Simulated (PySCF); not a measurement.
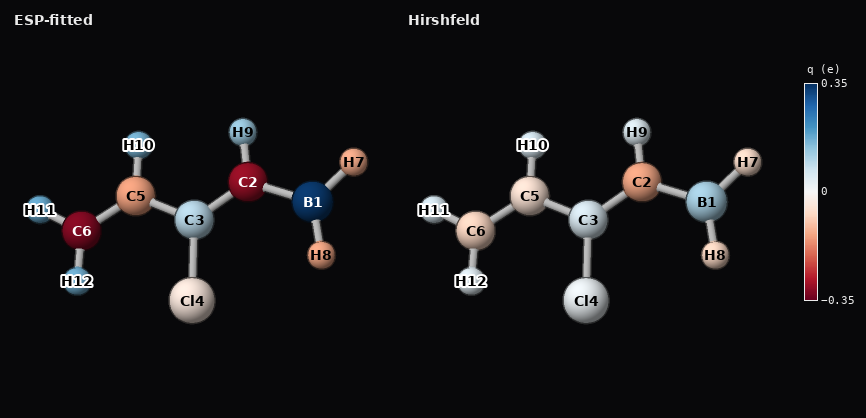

Atomic charges of one calculation by 2 schemes, on one colour scale. Computed geometry: GFN2-xTB optimisation. No frequency run is at hand to confirm it as a minimum. Computed with PBE0/pcSseg-1 (PySCF 2.14.0).

**Which scheme gives the most polar picture (largest mean size of the charges)?**

The ESP-fitted charges are the largest in size here.

**On which atom do the schemes disagree most?**

On C6 (from −0.32 to −0.07 e).

List the charges (e), one line for each set of equivalent atoms.

| atom | ESP-fitted | Hirshfeld |
| --- | --- | --- |
| B1 | 0.34 | 0.11 |
| C2 | −0.30 | −0.13 |
| C3 | 0.09 | 0.05 |
| Cl4 | −0.04 | 0.02 |
| C5 | −0.14 | −0.05 |
| C6 | −0.32 | −0.07 |
| H7 | −0.13 | −0.06 |
| H8 | −0.13 | −0.07 |
| H9 | 0.13 | 0.04 |
| H10 | 0.16 | 0.06 |
| H11 | 0.18 | 0.06 |
| H12 | 0.17 | 0.04 |

The geometry is semi-empirical. Around B such bond lengths and angles can be off by a tenth of an ångström or more and by several degrees, and values that hang on the shape move with them.
